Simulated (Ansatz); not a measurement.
**BiH2I: density, localisation and related maps**

The calculation's input:

```
crystal:
  periodic: [false, false, false]
  atoms:
    - {symbol: Bi, position_ang: [0.100054, 0.184267, 0.888394]}
    - {symbol: H, position_ang: [1.600719, 0.199061, -0.124075]}
    - {symbol: H, position_ang: [-0.576646, 1.504182, -0.149488]}
    - {symbol: I, position_ang: [-1.124118, -1.887510, -0.614831]}
basis:
  gaussian: {orbitals: def2-TZVP, initial_orbitals: start.molden}
hamiltonian: {xc: pbe0, dispersion: d4}
output: {orbitals: {seedname: orbitals}}
```

Launched as:

```sh
ansatz run in.yaml --threads 4 --pin off --events-out ev --progress --plain --max-ram 3916MiB
```

Geometry: PBE-D4/def2-TZVP; core potentials replace the inner electrons of Bi and I.

Theory: RKS PBE0-D4/def2-TZVP in Ansatz 0.2.0.

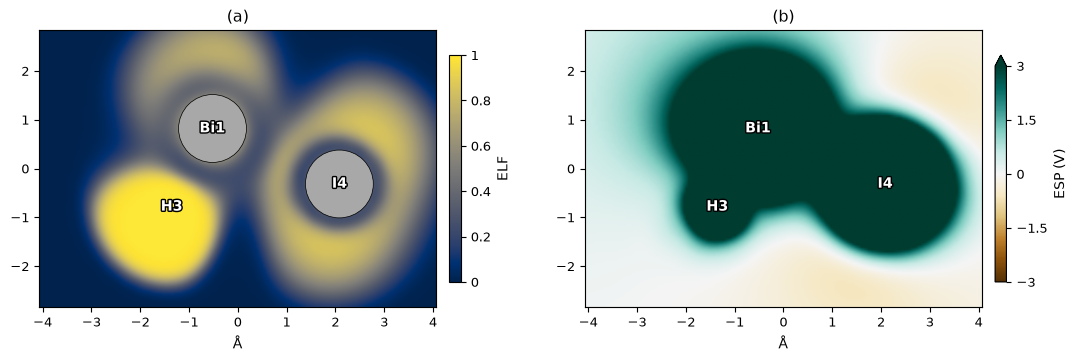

Figure 1. (a) electron localisation function; (b) molecular electrostatic potential on the plane of atoms H3, Bi1 and I4. Grey discs cover the atomic cores in the ELF map.

**Describe what can be read from this map.**

- The plane passes through Bi, H and I nuclei.
- Bi–I (2.84 Å): the ELF peaks at about 0.70 in the valence shell of I, 1.2 Å from its nucleus, and is about 0.60 at the midpoint.
- Bi–H (1.81 Å): the ELF climbs to about 1 towards the hydrogen.
- The ELF also peaks beside I4, away from the bonds: lone-pair regions.
- Outside the dense part of the molecule the potential is most negative (−0.6 V) near I4.

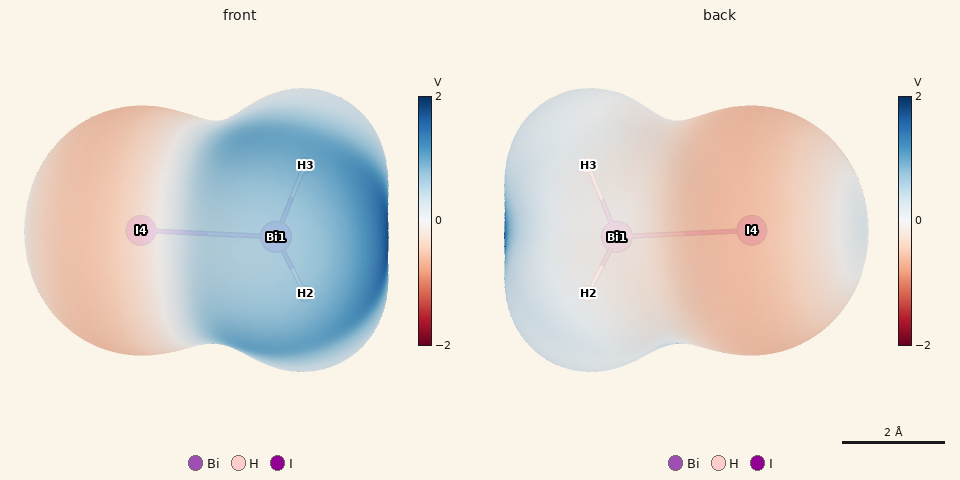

Figure 2. The molecular electrostatic potential painted on the density surface at 0.001 e/bohr³, seen from the front and from behind; the colour scale runs from red (negative) to blue (positive).

**Where is the surface potential most negative and most positive?**

The most negative region (about −0.6 V) lies over I4, the most positive (about +1.7 V) over Bi1. I4 shows a σ-hole: about +0.2 V at the tip opposite its bond, against about −0.6 V on its flanks.

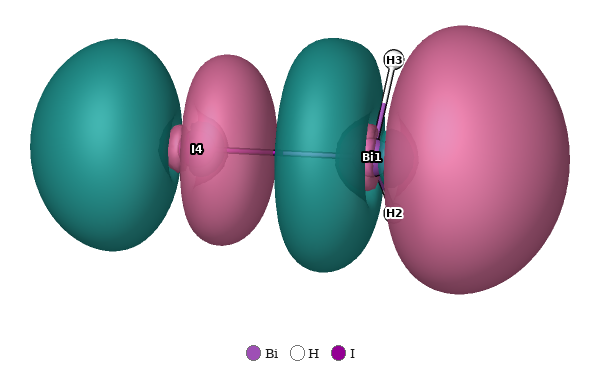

Figure 3. One frontier orbital at ±0.05 Å⁻³ᐟ² (teal and pink are the two phases), seen at a tilt.

**Which orbital is it: HOMO or LUMO?**

The LUMO, at −2.28 eV. It lies mainly on Bi1 (about 60 %) and I4 (about 35 %).
